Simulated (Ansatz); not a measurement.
**H7W (doublet): density, localisation and related maps**

Input file:

```
crystal:
  periodic: [false, false, false]
  atoms:
    - { symbol: W, position_ang: [0.403174, -0.403174, -0.31555] }
    - { symbol: H, position_ang: [-0.115712, 0.115711, 1.219021] }
    - { symbol: H, position_ang: [1.553906, 0.505089, 0.533669] }
    - { symbol: H, position_ang: [0.004569, 1.186811, -0.080337] }
    - { symbol: H, position_ang: [-1.186811, -0.004569, -0.080337] }
    - { symbol: H, position_ang: [-0.505089, -1.553906, 0.533669] }
    - { symbol: H, position_ang: [-0.335737, 0.335737, -1.644482] }
    - { symbol: H, position_ang: [0.181699, -0.181699, 3.014348] }
magnetization:
  spin_polarized: true
  initial_magnetization: 1
basis:
  gaussian: { orbitals: def2-SVP }
hamiltonian:
  xc: lda
relax:
  f_tol: 0.03
  max_steps: 50
output:
  orbitals: {}
```

Command:

```sh
ansatz run input.yaml --threads 1 --pin off --max-ram 2048MiB --backend cpu --events-out ev --progress --plain --runs-dir out
```

The fields are those of the relaxed geometry.

Core potentials replace the inner electrons of W.

Theory: UKS LDA/def2-SVP in Ansatz.

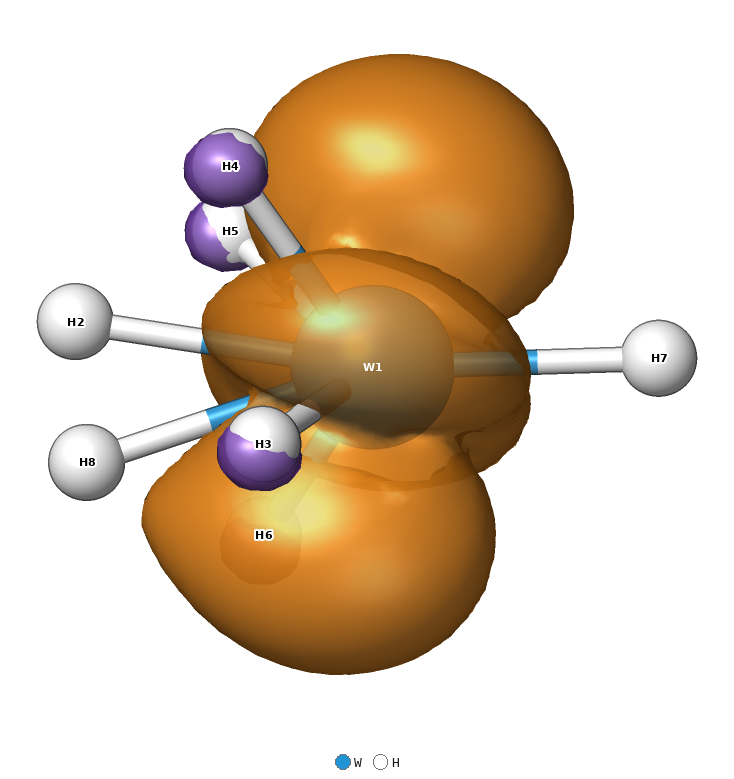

Figure 1. Isosurfaces of the spin density at +0.02 (orange) and −0.02 e/Å³ (purple), seen from one side.

Q: Where is the unpaired spin?

A: The unpaired spin (1 electron) lies mostly on W1 (about 0.9), in electrons by Hirshfeld's partition.

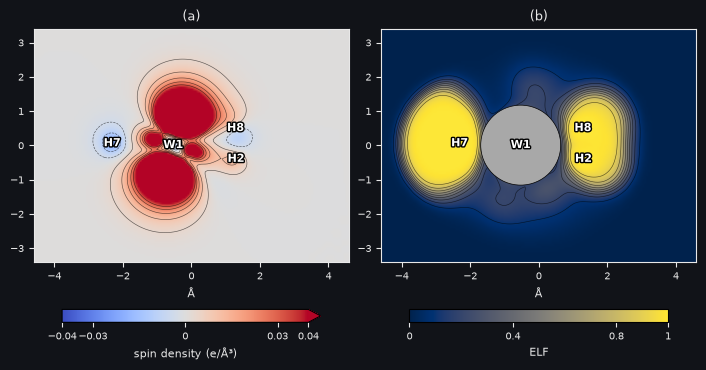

Figure 2. (a) spin density (α minus β); (b) electron localisation function on the plane of atoms H2, W1 and H8. Grey discs cover the atomic cores in the ELF map.

Q: What do the fields say about this system?

A: The plane passes through W and H nuclei. The unpaired spin (1 electron) lies mostly on W1 (about 0.9), in electrons by Hirshfeld's partition.

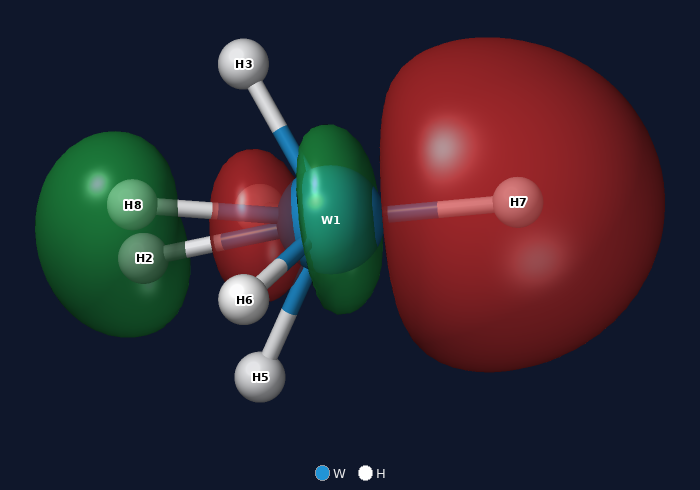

Figure 3. The HOMO−1 (α) at ±0.08 Å⁻³ᐟ² (green and red are the two phases), seen at a tilt.

Q: Describe this orbital and give its energy.

A: Its weight (Hirshfeld) is mainly on H7 (about 50 %) and W1 (about 40 %). Its energy is −7.50 eV.

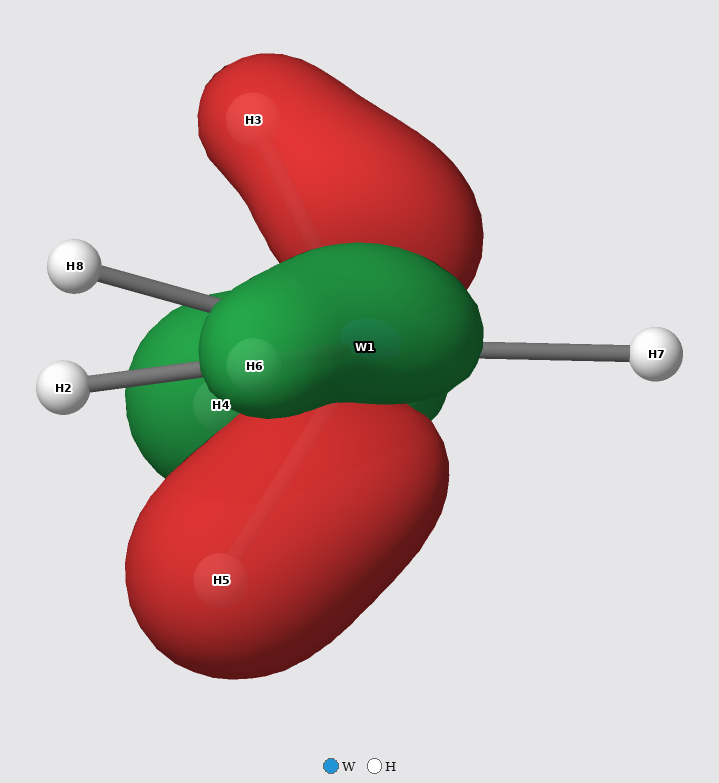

Figure 4. The HOMO−1 (β) at ±0.2 Å⁻³ᐟ² (green and red are the two phases), seen at an oblique angle.

Q: Describe this orbital and give its energy.

A: It lies mainly on W1 (about 55 %), H4 (about 15 %), H5 (about 15 %), H3 (about 5 %) and H6 (about 5 %). Its energy is −7.75 eV.
